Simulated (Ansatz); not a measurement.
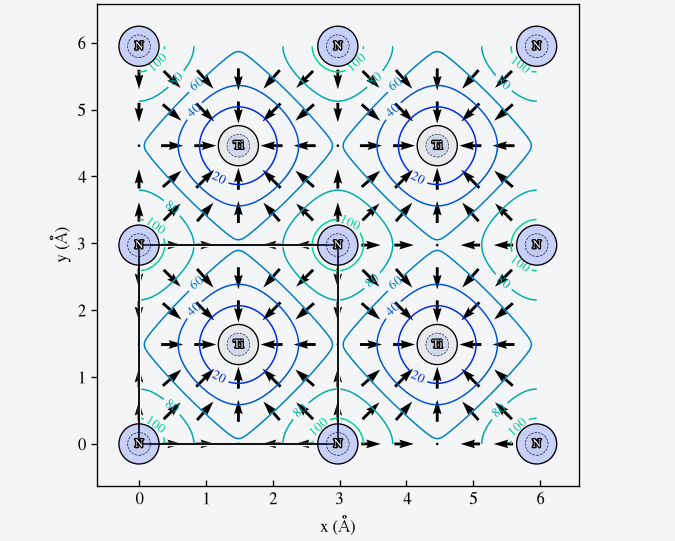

Energy landscape of O on a TiN(100) slab cut from the Fm-3m phase, its upper half relaxed before the scan (24 atoms of substrate and one adsorbate in a 2 × 2 cell). 
- O is moved over the surface cell at a fixed height above a rigid substrate; the origin of the map has the adsorbate above N21; the height is held at 3.30 Å.
- Places are given modulo a cell vector. The map is drawn in real space over the plane of the surface.
- Grid: 6 × 6 points; 10 points were computed and 26 follow by symmetry.
- Places are given in fractions of the 1 × 1 surface cell.
- Energies are in meV, from the lowest grid point.
- The runs have no spin polarisation, so an open-shell adsorbate far from the surface lies too high. At a fixed height the lowest place need not be the adsorption site.
- These are results of DFT PBE+D3(BJ), scalar-relativistic, plane waves, PAW in Ansatz, not measurements. Settings: cutoff 420 eV, k-mesh 5×5×1, gaussian smearing 0.1 eV, no spin polarisation.

The picture shows contour lines labelled in meV, arrows along the force (downhill), their lengths compressed, labelled circles for the atoms of the top layer and small ones for the second layer, the outline of one cell of the 2 × 2 shown. Between grid points the surface is interpolated. 

Summarise what can be read from the map.

Answer. The lowest grid point is at the top site over a surface Ti atom, (3/6, 3/6) of the cell vectors. No other kind of well shows on this grid. The highest grid point, the top site over a surface N atom, (0/6, 0/6) of the cell vectors, lies 107 meV above the lowest. On the interpolated surface the easiest way out of the lowest well to its copy in the next cell or period passes a barrier of about 60 meV. At the lowest point the adsorbate has 1 Ti at 3.51 Å as nearest neighbours, at the highest 1 N at 3.30 Å.

Grid values (meV):

```
second ↓, first →  0/6  1/6  2/6  3/6  4/6  5/6
              5/6   96   83   58   45   58   83
              4/6   72   58   29   15   29   58
              3/6   60   45   15    0   15   45
              2/6   72   58   29   15   29   58
              1/6   96   83   58   45   58   83
              0/6  107   96   72   60   72   96
```

The input of one point:

```yaml
crystal:
  lattice:
    - [5.9473589866, 0.0, 0.0]
    - [0.0, 5.9473589866, 0.0]
    - [0.0, 0.0, 21.5533569335]
  atoms:
    - { symbol: Ti, position: [0.25, 0.25, 0.1855859397] }
    - { symbol: Ti, position: [0.25, 0.75, 0.1855859397] }
    - { symbol: Ti, position: [0.75, 0.25, 0.1855859397] }
    - { symbol: Ti, position: [0.75, 0.75, 0.1855859397] }
    - { symbol: "N", position: [0.0, 0.0, 0.1855859397] }
    - { symbol: "N", position: [0.0, 0.5, 0.1855859397] }
    - { symbol: "N", position: [0.5, 0.0, 0.1855859397] }
    - { symbol: "N", position: [0.5, 0.5, 0.1855859397] }
    - { symbol: Ti, position: [0.0, 0.0, 0.2814770362] }
    - { symbol: Ti, position: [0.0, 0.5, 0.2814770362] }
    - { symbol: Ti, position: [0.5, 0.0, 0.2814770362] }
    - { symbol: Ti, position: [0.5, 0.5, 0.2814770362] }
    - { symbol: "N", position: [0.25, 0.25, 0.2799709833] }
    - { symbol: "N", position: [0.25, 0.75, 0.2799709833] }
    - { symbol: "N", position: [0.75, 0.25, 0.2799709833] }
    - { symbol: "N", position: [0.75, 0.75, 0.2799709833] }
    - { symbol: Ti, position: [0.25, 0.25, 0.373313528] }
    - { symbol: Ti, position: [0.25, 0.75, 0.373313528] }
    - { symbol: Ti, position: [0.75, 0.25, 0.373313528] }
    - { symbol: Ti, position: [0.75, 0.75, 0.373313528] }
    - { symbol: "N", position: [0.0, 0.0, 0.3829267505] }
    - { symbol: "N", position: [0.0, 0.5, 0.3829267505] }
    - { symbol: "N", position: [0.5, 0.0, 0.3829267505] }
    - { symbol: "N", position: [0.5, 0.5, 0.3829267505] }
    - { symbol: O, position: [0.25, 0.25, 0.5360351508] }
basis:
  ecutwfc: 420
kpoints:
  mp_grid: { grid: [5, 5, 1] }
hamiltonian:
  xc: pbe
  pseudopotentials: { kind: paw, azcp: { folder: soft_1 } }
  dispersion: d3bj
scf:
  occupations: { method: gaussian, width: 0.1 }
output:
  forces: true
  eigenvalues: true
efield:
  axis: 3
  dipole_correction: true
  ramp_width: 0.04
```

Each point was launched as `ansatz run input.yaml --threads 4 --pin off --max-ram 12288MiB --backend cpu --events-out ev --progress --plain --runs-dir out`. Time for the 10 points that were run: 23 min on 4 threads of Arm Neoverse N1 (shared host).
